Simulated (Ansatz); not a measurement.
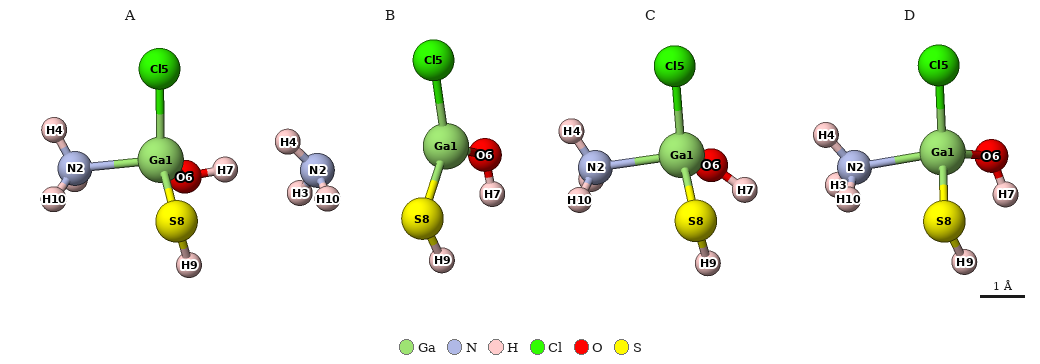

4 geometries from one relaxation of GaNH5SOCl, in shuffled order. Style: ball-and-stick. Shown face on.

The run prepares an end point of a later path (reaction) calculation, from a guessed geometry.

Computed with RKS PBE0/def2-SVP in Ansatz 0.2.0. (no spin polarisation; force threshold 0.03 eV/Å; at most 50 steps)

Question: Order the frames from highest to lowest energy.

Answer: B, D, C, A. They are steps 0, 3, 8, 14, at +23.8 kcal/mol, +8.54 kcal/mol, +1.65 kcal/mol relative to the last. Over 12 accepted moves (14 points after the start) the energy falls by 23.8 kcal/mol. The largest force component goes from 0.77 to 0.029 eV/Å. The line search rejected the trial steps at points 6, 12 of the run. The largest move after the best rigid fit is that of O6, 1.07 Å. By element the largest moves are O 1.07 Å, H 0.88 Å, Ga 0.66 Å, N 0.43 Å, S 0.43 Å, Cl 0.40 Å. Near-neighbour distances that change, for instance: Ga1–N2 3.110 → 2.075 Å, Ga1–Cl5 2.140 → 2.188 Å, Ga1–O6 1.776 → 1.806 Å, Ga1–S8 2.256 → 2.229 Å. New bonds form, among them: Ga1–N2 (3.11 → 2.07 Å). Among the angles between lasting bonds that change: O6–Ga1–S8 124.8° → 120.3°. Groups turn about Ga1–O6 by about 100°.

Limits of the set-up: the start holds two separate molecules, 2.6 Å apart at their closest, whose relative position is a soft coordinate and is computed without a dispersion correction.
